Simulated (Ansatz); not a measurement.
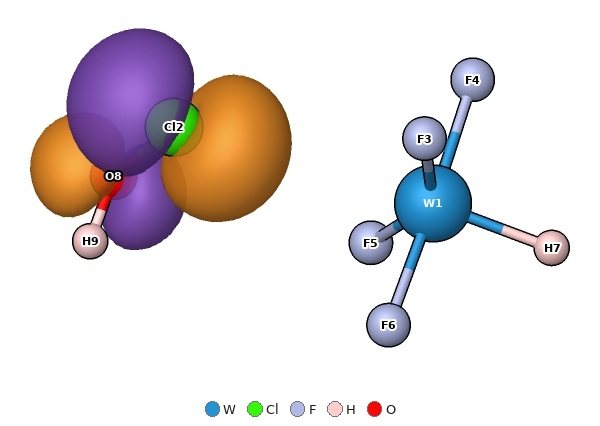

*F4HW···ClHO (doublet). The HOMO (β) at ±0.15 Å⁻³ᐟ² (orange and purple are the two phases), seen at a tilt.*

Core potentials replace the inner electrons of W; not at a stationary point (largest force 1.2 eV/Å).

All numbers below come from UHF/def2-SVP in Ansatz.

```xyz
9

W     0.0103    0.0347   -0.1291
Cl    0.8265    0.1548    3.3588
F     1.8228    0.1602    0.0551
F    -0.0861    1.9047   -0.3429
F    -1.6362    0.0320    0.6523
F     0.1280   -1.8274    0.1509
H    -0.2697   -0.1943   -1.7534
O    -0.6125   -0.0670    4.0868
H    -0.6976   -0.9988    4.2386
```

### What is the character of this orbital?

Its weight (Hirshfeld) is mainly on Cl2 (about 65 %) and O8 (about 30 %); π-antibonding (π*) across Cl2–O8. Its energy is −12.57 eV.
